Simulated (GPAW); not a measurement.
# Near-edge structure at the Zn K edge of ZnAg (Pm-3m)

What does one-electron theory with a core hole give for the Zn K edge of ZnAg (Pm-3m)?

Method: X-ray absorption from dipole matrix elements to empty bands, plane-wave PAW LDA, in GPAW 26.7.0.

### Step 1. The starting structure

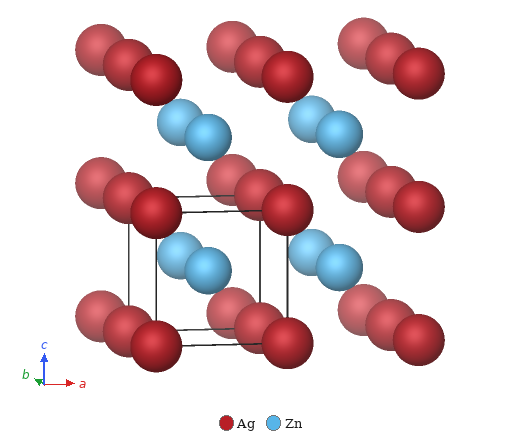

The cell as given, slightly off an axis (silver red, zinc blue). 2×2×2 cells are drawn. Some periodic images of atoms are drawn too.

As a file:

```
Ag Zn
1.0
     3.15600    0.00000    0.00000
     0.00000    3.15600    0.00000
     0.00000    0.00000    3.15600
Ag Zn
1 1
Direct
  0.00000 0.00000 0.00000
  0.50000 0.50000 0.50000
```

### Step 2. Ground state of the crystal

A plain self-consistent run shows whether there is a gap, which decides the set-up of the core-hole run.

Contents of scf.py:

```python
import numpy as np
from ase import Atoms
from ase.parallel import parprint, paropen
from gpaw import GPAW, PW, FermiDirac, Mixer, MixerDif, setup_paths
from gpaw.test import gen
setup_paths.insert(0, '.')
gen('Zn', name='nch1s', xcname='LDA', corehole=(1, 0, 0), write_xml=True)
from gpaw.mpi import world
world.barrier()

atoms = Atoms('AgZn',
    cell=[[3.156, 0, 0],
     [0, 3.156, 0],
     [0, 0, 3.156]],
    scaled_positions=[[0, 0, 0],
     [0.5, 0.5, 0.5]],
    pbc=True)
atoms.calc = calc = GPAW(legacy_gpaw=True, mode=PW(430), xc='LDA', setups={1: 'nch1s'},
    kpts={'size': (8, 8, 8), 'gamma': True}, occupations=FermiDirac(0.05),
    charge=0, mixer=Mixer(0.1, 5, 50), maxiter=150,
    convergence={'density': 0.0001}, txt='scf.txt')
energy = atoms.get_potential_energy() + calc.get_reference_energy()
ef = calc.get_fermi_level()
out = dict(energy=energy, fermi=ef, forces=atoms.get_forces().tolist())
parprint(f'all-electron energy {energy:.4f} eV, Fermi level {ef:.4f} eV')
ev = np.array([[calc.get_eigenvalues(k, s) for k in range(len(calc.get_ibz_k_points()))] for s in range(calc.get_number_of_spins())])
out['homo'], out['lumo'], out['counts'] = ev[ev < ef].max(), ev[ev > ef].min(), sorted(set((ev < ef).sum((0, 2)).tolist()))
out['filled'] = (ev[:, 0] < ef).sum(1).tolist()
import json
with paropen('out.json', 'w') as f:
    json.dump(out, f)
```

Launch:

```bash
OMP_NUM_THREADS=1 mpirun -n 4 gpaw python scf.py
```

Numbers of over 12 decimals in the logs are rounded to 6 here.

The program printed:

```text
Input parameters:
  convergence: {density: 0.0001}
  kpts: {gamma: True,
         size: (8, 8, 8)}
  maxiter: 150
  mixer: {backend: pulay,
          beta: 0.1,
          method: separate,
          nmaxold: 5,
          weight: 50}
  mode: {ecut: 430.0,
         name: pw}
  occupations: {fixmagmom: False,
                name: fermi-dirac,
                width: 0.05}
  setups: {1: nch1s}

Initialize ...

[... PAW data sets ...]

Reference energy: -193252.433957  # eV

Spin-paired calculation

[... convergence settings ...]
Symmetries present (total): 48
  [... symmetry matrices ...]

512 k-points: 8 x 8 x 8 Monkhorst-Pack grid + [1/16,1/16,1/16]
35 k-points in the irreducible part of the Brillouin zone
       k-points in crystal coordinates                weights
   0:     0.00000000    0.00000000    0.00000000          1/512
   1:     0.12500000    0.00000000    0.00000000          6/512
   2:     0.12500000    0.12500000    0.00000000         12/512
   3:     0.12500000    0.12500000    0.12500000          8/512
   4:     0.25000000    0.00000000    0.00000000          6/512
   5:     0.25000000    0.12500000    0.00000000         24/512
   6:     0.25000000    0.12500000    0.12500000         24/512
   7:     0.25000000    0.25000000    0.00000000         12/512
   8:     0.25000000    0.25000000    0.12500000         24/512
   9:     0.25000000    0.25000000    0.25000000          8/512
          ...
  34:     0.50000000    0.50000000    0.50000000          1/512

Wave functions: Plane wave expansion
  Cutoff energy: 430.000 eV
  Number of coefficients (min, max): 619, 651
  Pulay-stress correction: 0.000000 eV/Ang^3 (de/decut=0.000000)
  Using FFTW library
  Wavefunction extrapolation:
    Improved wavefunction reuse through dual PAW basis

Occupation numbers: Fermi-Dirac:
  width: 0.0500  # eV

Eigensolver
   Davidson(niter=2)

Densities:
  Coarse grid: 16*16*16 grid
  Fine grid: 32*32*32 grid
  Total Charge: 0.000000

Density mixing:
  Method: separate
  Backend: pulay
  Linear mixing parameter: 0.1
  old densities: 5
  Width of damping distribution: 1.1
  Damping of long wavelength oscillations: 50

[... Hamiltonian set-up ...]
Number of atoms: 2
Number of atomic orbitals: 21
Number of bands in calculation: 21
Number of valence electrons: 29
Bands to converge: occupied

... initialized

Initializing position-dependent things.

Density initialized from atomic densities
Creating initial wave functions:
  21 bands from LCAO basis set

Positions:
   0 Ag     0.000000    0.000000    0.000000    ( 0.0000,  0.0000,  0.0000)
   1 Zn     1.578000    1.578000    1.578000    ( 0.0000,  0.0000,  0.0000)

Unit cell:
           periodic     x           y           z      points  spacing
  1. axis:    yes    3.156000    0.000000    0.000000    16     0.1973
  2. axis:    yes    0.000000    3.156000    0.000000    16     0.1973
  3. axis:    yes    0.000000    0.000000    3.156000    16     0.1973

  Lengths:   3.156000   3.156000   3.156000
  Angles:   90.000000  90.000000  90.000000

Effective grid spacing dv^(1/3) = 0.1973

iter:   1    -6.383503
iter:   2    -6.228381   -1.51  -1.47
iter:   3    -5.988594   -1.79  -1.52
iter:   4    -6.013217   -3.09  -1.93
iter:   5    -5.969748   -2.24  -1.95
iter:   6    -5.966695   -4.01  -2.54
iter:   7    -5.957828c  -2.80  -2.92
iter:   8    -5.955268c  -3.70  -3.09
iter:   9    -5.957488c  -3.80  -3.52
iter:  10    -5.955141c  -3.82  -3.37
iter:  11    -5.955145c  -5.44  -4.52c
iter:  12    -5.955146c  -6.90  -4.49c
iter:  13    -5.955148c  -7.07  -4.71c
iter:  14    -5.955145c  -6.46  -4.53c
iter:  15    -5.955145c  -8.43c -5.51c

Converged after 15 iterations.

Dipole moment: (-0.000000, 0.000000, 0.000000) |e|*Ang

Energy contributions relative to reference atoms: (reference = -193252.433957)

Kinetic:         -6.646481
Potential:       +6.573619
External:        +0.000000
XC:              -6.051373
Entropy (-ST):   -0.002303
Local:           +0.170242
SIC:             +0.000000
--------------------------
Free energy:     -5.956296
Extrapolated:    -5.955145

Showing only first 2 kpts
 Kpt  Band  Eigenvalues  Occupancy
  0    12      3.34242    2.00000
  0    13      3.34242    2.00000
  0    14     12.85535    0.00000
  0    15     12.85535    0.00000

  1    12      3.20835    2.00000
  1    13      3.32289    2.00000
  1    14     11.09780    0.00000
  1    15     13.28803    0.00000

Fermi level: 7.39822

No gap
No difference between direct/indirect transitions

Forces in eV/Ang:
  0 Ag   -0.00000    0.00000    0.00000
  1 Zn    0.00000    0.00000    0.00000
Scalar-relativistic atomic LDA calculation for Zn (Zinc, Z=30)
Core hole in 1s state (1s occupation: 2.0)
600 radial gridpoints.
|------------------------------------------------|
|------------------------------------------------|
[... the atom generator's iteration count ...]

Energy contributions:
-------------------------
Kinetic:    +1820.136505
XC:           -68.759408
Potential:  -3544.299429
-------------------------
Total:      -1792.922333

state      eigenvalue         ekin         rmax
-----------------------------------------------
1s^2.0 :  -349.206168   449.580746        0.033
2s^2.0 :   -42.473795    85.129008        0.190
2p^6.0 :   -36.877768    83.147768        0.152
3s^2.0 :    -4.724967    18.930386        0.589
3p^6.0 :    -3.060180    16.736648        0.592
3d^10.0:    -0.383140    11.061255        0.564
4s^2.0 :    -0.228494     1.468588        2.078
4p^0.0 :    -0.045217     0.573191        3.031
-----------------------------------------------
(units: Bohr and Hartree)

Generating PAW setup
Kinetic energy of the core from tauc = 1724.019189
Cutoffs:
rc(s)=2.430
rc(p)=2.400
rc(d)=2.230
rc(vbar)=2.260
rc(comp)=2.200
rc(nct)=2.430

Kinetic energy of the core states: 1706.586777
Charge: 0.0
Core electrons: 18.0
Valence electrons: 12.0
Pseudo-core charge: 0.107007
Shape function alpha=2.066
Pseudo-electron charge 3.914685
state    eigenvalue         norm
--------------------------------
4s(2) :    -0.228494     1.130383
*s    :     0.771506
4p(0) :    -0.045217     1.008310
*p    :     0.954783
3d(10):    -0.383140     0.154691
*d    :     0.616860
--------------------------------

Diagonalizing with gridspacing h=0.050

state   all-electron     PAW
-------------------------------
4s:      -0.228494    -0.228671
4p:      -0.045217    -0.045275
3d:      -0.383140    -0.383726
*f:                    0.072913
-------------------------------
all-electron energy -193258.3891 eV, Fermi level 7.3982 eV
```

Wall time 5.5 s (4 MPI ranks of Arm Neoverse V2, shared host); peak memory 0.16 GiB; 21 s of CPU time.

The mesh shows no gap, so the system is treated as a metal and the core electron is put at the Fermi level (neutral cell).

### Step 3. Spectrum without a core hole, Zn atom 2

Without a hole the spectrum is the empty density of states of the right symmetry on the absorber, weighted by matrix elements. It needs only the small cell and serves as the baseline. The data set with a hole of occupation 0 only carries the core orbital.

The absorber has 8 Ag at 2.73 Å and 6 Zn at 3.16 Å (cube and octahedron, as in bcc, site symmetry m-3m).

Contents of xas.py:

```python
import numpy as np
from ase import Atoms
from ase.parallel import parprint, paropen
from gpaw import GPAW, PW, FermiDirac, Mixer, MixerDif, setup_paths
from gpaw.test import gen
setup_paths.insert(0, '.')
gen('Zn', name='nch1s', xcname='LDA', corehole=(1, 0, 0), write_xml=True)
from gpaw.mpi import world
world.barrier()

atoms = Atoms('AgZn',
    cell=[[3.156, 0, 0],
     [0, 3.156, 0],
     [0, 0, 3.156]],
    scaled_positions=[[0, 0, 0],
     [0.5, 0.5, 0.5]],
    pbc=True)
atoms.calc = calc = GPAW(legacy_gpaw=True, mode=PW(430), xc='LDA', setups={1: 'nch1s'},
    kpts={'size': (11, 11, 11), 'gamma': True}, occupations=FermiDirac(0.1),
    charge=0, mixer=Mixer(0.1, 5, 50), maxiter=150,
    convergence={'density': 0.0001}, txt='scf.txt')
energy = atoms.get_potential_energy() + calc.get_reference_energy()
ef = calc.get_fermi_level()
out = dict(energy=energy, fermi=ef, forces=atoms.get_forces().tolist())
parprint(f'all-electron energy {energy:.4f} eV, Fermi level {ef:.4f} eV')
ev = np.array([[calc.get_eigenvalues(k, s) for k in range(len(calc.get_ibz_k_points()))] for s in range(calc.get_number_of_spins())])
out['homo'], out['lumo'], out['counts'] = ev[ev < ef].max(), ev[ev > ef].min(), sorted(set((ev < ef).sum((0, 2)).tolist()))
out['filled'] = (ev[:, 0] < ef).sum(1).tolist()

from ase.units import Ha
from gpaw.xas import dipole_matrix_elements
nb = int(calc.get_number_of_electrons() / 2) + 22
top = nb
nscf = calc.fixed_density(kpts={'size': (8, 8, 8), 'gamma': True},
    convergence={'eigenstates': 1.0}, txt='nscf.txt')
nscf.diagonalize_full_hamiltonian(nbands=nb)
cell = atoms.cell.array
ops = [cell.T @ U.T @ np.linalg.inv(cell.T) for U in nscf.wfs.kd.symmetry.op_scc]
E = np.arange(-25, 34, 0.1)
fwhm = np.interp(E, [4, 25], [1.67, 3.5])
Y, X, zero, highest = 0, 0, 1e9, 1e9
for spin in range(nscf.get_number_of_spins()):
    wfs = nscf.wfs
    A = dipole_matrix_elements(wfs.setups[1])
    eps = np.zeros((wfs.kd.nibzkpts, nb))
    d = np.zeros((3, A.shape[1], wfs.kd.nibzkpts, nb), complex)
    for kpt in wfs.kpt_u:
        if kpt.s == spin and 1 in kpt.P_ani:
            eps[kpt.k] = kpt.eps_n * Ha
            d[:, :, kpt.k] = (kpt.weight * wfs.nspins / 2) ** 0.5 * np.inner(A, kpt.P_ani[1])
    world.sum(eps)
    world.sum(d)
    T = np.einsum('amkn,bmkn->abkn', d, d.conj()).real
    T = sum(np.einsum('ai,ijkn,bj->abkn', R, T, R) for R in ops) / len(ops)
    empty = eps > ef
    zero, highest = min(zero, eps[empty].min()), min(highest, eps[:, top - 1].min())
    lines = [(eps, T, empty)] if spin == 0 else lines + [(eps, T, empty)]
for eps, T, empty in lines:
    f = np.einsum('aakn->akn', T).reshape(3, -1)
    x = eps.ravel() - zero
    w = np.interp(x, E, fwhm) / 2.35482
    g = np.exp(-0.5 * ((E[:, None] - x) / w) ** 2) / (w * (2 * np.pi) ** 0.5)
    Y = Y + (f * empty.ravel()) @ g.T
    X = X + (f * ~empty.ravel()) @ g.T
out.update(E=E.round(2).tolist(), xas=Y.tolist(), xes=X.tolist(), zero=zero, valid=highest - zero, nk=len(eps), nb=nb)
for i in range(0, len(E), 10):
    parprint(f'{E[i]:7.2f}', *(f'{v:10.3e}' for v in Y[:, i]))
import json
with paropen('out.json', 'w') as f:
    json.dump(out, f)
```

Launch:

```bash
OMP_NUM_THREADS=1 mpirun -n 4 gpaw python xas.py
```

The program printed:

```text
Input parameters:
  convergence: {density: 0.0001}
  kpts: {gamma: True,
         size: (11, 11, 11)}
  maxiter: 150
  mixer: {backend: pulay,
          beta: 0.1,
          method: separate,
          nmaxold: 5,
          weight: 50}
  mode: {ecut: 430.0,
         name: pw}
  occupations: {fixmagmom: False,
                name: fermi-dirac,
                width: 0.1}
  setups: {1: nch1s}

Initialize ...

[...]
*d    :     0.616860
--------------------------------

Diagonalizing with gridspacing h=0.050

state   all-electron     PAW
-------------------------------
4s:      -0.228494    -0.228671
4p:      -0.045217    -0.045275
3d:      -0.383140    -0.383726
*f:                    0.072913
-------------------------------
all-electron energy -193258.3772 eV, Fermi level 7.5652 eV
[...]
32.00  1.623e-07  1.623e-07  1.623e-07
  33.00  1.476e-07  1.476e-07  1.476e-07
[key lines of the parts left out:]
Converged after 13 iterations.
Dipole moment: (0.000000, 0.000000, 0.000000) |e|*Ang
Free energy:     -5.951105
Fermi level: 7.56516
```

Wall time 13 s (4 MPI ranks); peak memory 0.22 GiB; 53 s of CPU time.

The Zn K spectrum, Zn atom 2, no core hole (energy from the lowest empty level; intensity scaled to a mean of 1 over the first 20 eV):

```tsv
E (eV)	intensity
-2.0	0.00
-0.5	0.13
1.0	0.42
2.5	0.55
4.0	0.90
5.5	1.22
7.0	1.38
8.5	1.27
10.0	1.19
11.5	1.00
13.0	1.42
14.5	1.12
16.0	0.97
17.5	0.92
19.0	0.73
20.5	0.83
22.0	0.90
23.5	0.85
25.0	0.96
26.5	1.15
28.0	1.15
29.5	1.13
31.0	1.09
```

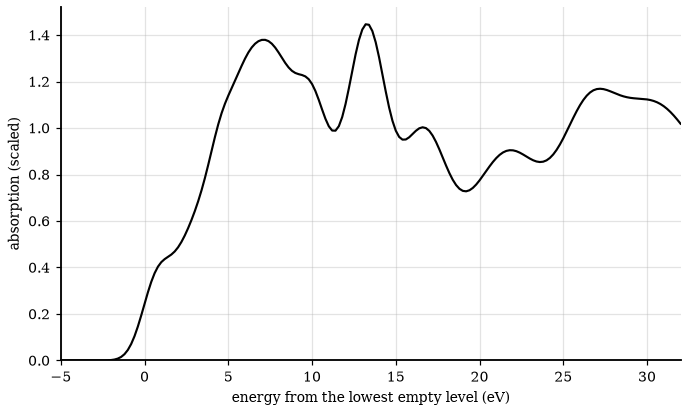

The Zn K edge, Zn atom 2, no core hole: main maxima at 7.2, 13.2 and 27.2 eV.

Main maxima below 30 eV (height): 7.2 eV (1.38), 13.2 eV (1.45), 16.6 eV (1.00), 21.8 eV (0.90) and 27.2 eV (1.17). A K edge sees empty p states on the absorber.

The same matrix elements for filled bands give the Zn K emission of Zn atom 2 (ground-state approximation; energy from the lowest empty level, largest value 1):

```tsv
E (eV)	emission
-24.0	0.00
-22.5	0.00
-21.0	0.00
-19.5	0.00
-18.0	0.00
-16.5	0.00
-15.0	0.00
-13.5	0.00
-12.0	0.00
-10.5	0.00
-9.0	0.09
-7.5	0.33
-6.0	0.82
-4.5	0.47
-3.0	0.60
-1.5	1.00
0.0	0.35
1.5	0.00
3.0	0.00
```

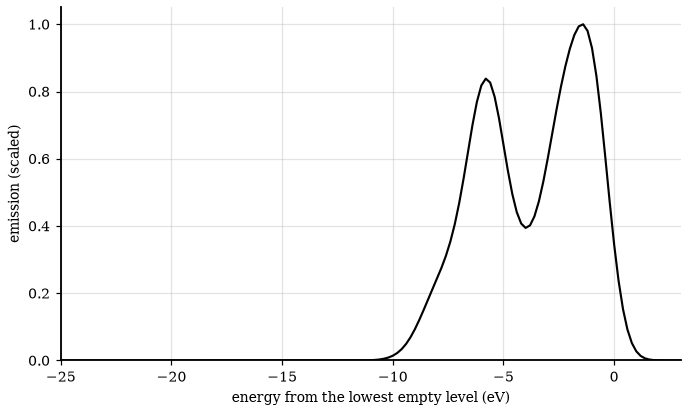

X-ray emission from the filled bands.

Emission maxima: -5.8 eV (0.84) and -1.4 eV (1.00).

### Step 4. Supercell without a hole, the energy reference

The photon energy needs a difference of total energies, so the cell and mesh of the coming hole run are first run without a hole.

Edit scf.py of step 2 so:

```diff
@@ -10,11 +10,27 @@
 
-atoms = Atoms('AgZn',
-    cell=[[3.156, 0, 0],
-     [0, 3.156, 0],
-     [0, 0, 3.156]],
+atoms = Atoms('Ag9Zn9',
+    cell=[[3.156, 0, 6.312],
+     [-6.312, -3.156, 0],
+     [0, -6.312, -3.156]],
     scaled_positions=[[0, 0, 0],
-     [0.5, 0.5, 0.5]],
+     [0.22222222, 0.11111111, 0.44444444],
+     [0.11111111, 0.55555556, 0.22222222],
+     [0.44444444, 0.22222222, 0.88888889],
+     [0.66666667, 0.33333333, 0.33333333],
+     [0.33333333, 0.66666667, 0.66666667],
+     [0.55555556, 0.77777778, 0.11111111],
+     [0.88888889, 0.44444444, 0.77777778],
+     [0.77777778, 0.88888889, 0.55555556],
+     [0.16666667, 0.83333333, 0.83333333],
+     [0.38888889, 0.94444444, 0.27777778],
+     [0.27777778, 0.38888889, 0.05555556],
+     [0.61111111, 0.05555556, 0.72222222],
+     [0.83333333, 0.16666667, 0.16666667],
+     [0.5, 0.5, 0.5],
+     [0.72222222, 0.61111111, 0.94444444],
+     [0.05555556, 0.27777778, 0.61111111],
+     [0.94444444, 0.72222222, 0.38888889]],
     pbc=True)
-atoms.calc = calc = GPAW(legacy_gpaw=True, mode=PW(430), xc='LDA', setups={1: 'nch1s'},
-    kpts={'size': (8, 8, 8), 'gamma': True}, occupations=FermiDirac(0.05),
+atoms.calc = calc = GPAW(legacy_gpaw=True, mode=PW(430), xc='LDA', setups={9: 'nch1s'},
+    kpts={'size': (4, 4, 4), 'gamma': True}, occupations=FermiDirac(0.1),
     charge=0, mixer=Mixer(0.1, 5, 50), maxiter=150,
```

Launch:

```bash
OMP_NUM_THREADS=1 mpirun -n 4 gpaw python scf.py
```

The program printed:

```text
Input parameters:
  convergence: {density: 0.0001}
  kpts: {gamma: True,
         size: (4, 4, 4)}
  maxiter: 150
  mixer: {backend: pulay,
          beta: 0.1,
          method: separate,
          nmaxold: 5,
          weight: 50}
  mode: {ecut: 430.0,
         name: pw}
  occupations: {fixmagmom: False,
                name: fermi-dirac,
                width: 0.1}
  setups: {9: nch1s}

Initialize ...

[...]
*s    :     0.771506
4p(0) :    -0.045217     1.008310
*p    :     0.954783
3d(10):    -0.383140     0.154691
*d    :     0.616860
--------------------------------

Diagonalizing with gridspacing h=0.050

state   all-electron     PAW
-------------------------------
4s:      -0.228494    -0.228671
4p:      -0.045217    -0.045275
3d:      -0.383140    -0.383726
*f:                    0.072913
-------------------------------
all-electron energy -1739325.3774 eV, Fermi level 7.6081 eV
[key lines of the parts left out:]
Converged after 14 iterations.
Dipole moment: (0.000002, 0.000002, 0.000002) |e|*Ang
Free energy:    -53.541727
Fermi level: 7.60811
```

It took 2.3 min on 4 MPI ranks; peak memory 0.45 GiB; 9.1 min of CPU time.

Reference energy: -1739325.377 eV with the cores included.

(Continued in part 2 of 2.)

[Banner, clock and machine lines of the logs are left out without a mark of their own.]

[Logs are printed without paths, hosts, clocks, repeated set-up lines and the standing remarks that a program may print on its own settings, such as how far it seeks lower states.]

[Hosts, paths, dates, database ids (printed as entryN), source tags and the programs' standing remarks are cut or masked in the printed files.]

[Lists of maxima count a maximum above −3 eV only where it reaches 4 % of the highest in the window and stands out from its surroundings by 2 % of it (1.5 % where it reaches 55 %); shoulders and weaker maxima are passed over, and of the rest the first, up to two pre-edge ones and the few strongest are named.]
